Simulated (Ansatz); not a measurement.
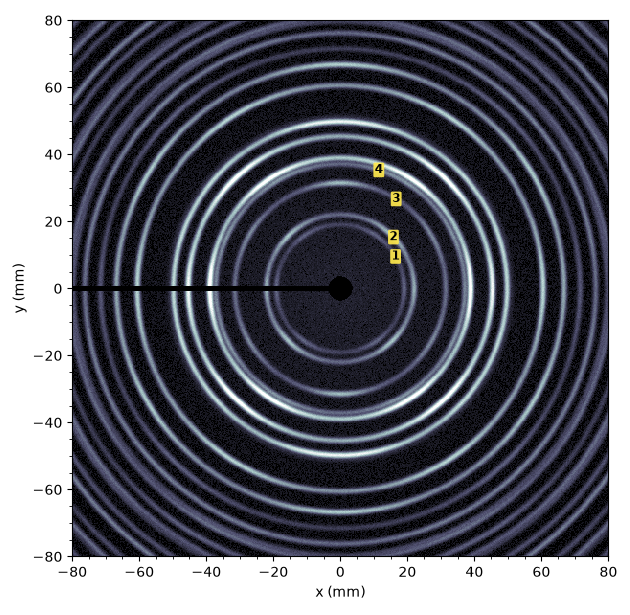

Simulated X-ray powder rings on a flat area detector normal to the beam: λ = 0.7107 Å, sample-to-detector distance 140 mm, axes in mm from the beam centre, for a sample with fibre texture (March–Dollase model, fibre axis vertical in the picture). Kinematic intensities with B = 0.3 Å² for all atoms, without absorption; brightness goes as intensity to the power 0.4, clipped at the top, with counting noise. Reflections closer than the ring width show as one ring.

The sample is Rb2SnRh6, space group Fm-3m, a = 9.109 Å, b = 9.109 Å, c = 9.109 Å, α = 90.00°, β = 90.00°, γ = 90.00°. It is based on the end point of a relaxation with DFT, PAW plane waves, r2scan (Ansatz 0.2.0); the starting structure was generated, so it need not be a known form of this composition.

> Give radius, d-spacing and indices of the numbered rings.

```csv
ring,radius,2θ (°),d (Å),hkl
1,19.0 mm,7.75,5.26,111
2,22.0 mm,8.95,4.55,200
3,31.5 mm,12.67,3.22,220
4,37.2 mm,14.87,2.75,311
```

> Which lattice planes lie preferentially normal to the fibre axis?

The (2 2 0) planes: ring 3 is concentrated at the top and bottom of the pattern (March parameter 0.35).
